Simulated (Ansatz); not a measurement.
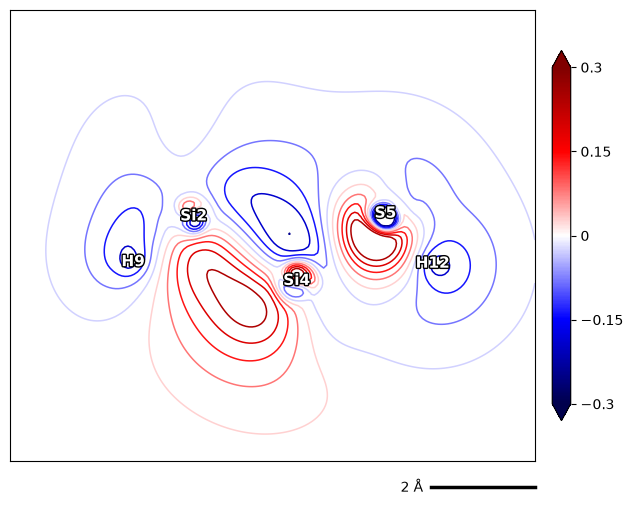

The picture shows: CH7FSSi2 (SMILES C[SiH](F)[SiH2]S). The LUMO on the plane of atoms Si4, S5 and H12 (values in Å⁻³ᐟ²; the overall sign is arbitrary).

All numbers below come from SCF B3LYP, Gaussian basis (Ansatz).

```
atom    x (Å)    y (Å)    z (Å)
   C  -1.6049  -0.6923   0.7750
  Si   0.1799  -0.8322   0.8114
   F   0.6672  -0.3135   2.2293
  Si   1.2111   0.3912  -0.9099
   S   0.5113   2.4283  -0.9226
   H  -2.0663  -0.9866  -0.1877
   H  -1.9303   0.3986   0.8943
   H  -2.0854  -1.2095   1.5572
   H   0.5519  -2.2504   0.7256
   H   2.6250   0.3644  -0.8166
   H   0.7304  -0.1886  -2.2011
   H   1.2870   2.8355  -1.9209
```

Describe this orbital and give its energy.

Its weight (Hirshfeld) is mainly on Si4 (about 35 %), Si2 (about 25 %), S5 (about 20 %) and H12 (about 5 %). Its energy is −0.45 eV.
